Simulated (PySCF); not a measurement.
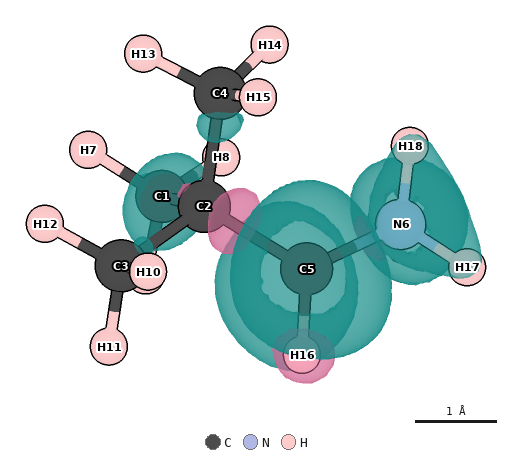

C₅H₁₂N (doublet). Isosurfaces of the spin density at +0.015 (teal) and −0.015 e/Å³ (pink), seen at a tilt.

Geometry: GFN2-xTB.

Level of theory: PySCF 2.14.0, density-fitted response routines, UKS B3LYP, pcH-1 on C H N, non-relativistic, mean-field spin-orbit, GIAO.

```xyz
18

C    -0.2079   -1.0648    1.1485
C     0.2150   -0.1289   -0.0042
C     1.3976   -0.7600   -0.7478
C     0.6595    1.2150    0.5918
C    -0.9088    0.0545   -0.9734
N    -2.0382    0.7967   -0.6083
H     0.6061   -1.1825    1.8613
H    -1.0727   -0.6553    1.6645
H    -0.4739   -2.0438    0.7577
H     1.7373   -0.1034   -1.5455
H     1.1077   -1.7112   -1.1881
H     2.2263   -0.9349   -0.0654
H     1.5664    1.0810    1.1771
H    -0.1032    1.6247    1.2509
H     0.8664    1.9334   -0.1992
H    -1.1083   -0.7384   -1.6759
H    -2.6575    0.9971   -1.3814
H    -1.8204    1.6271   -0.0743
```

**Where is the unpaired spin?**

The unpaired spin (1 electron) lies mostly on C5 (about 0.6) and N6 (about 0.2), in electrons by Hirshfeld's partition.
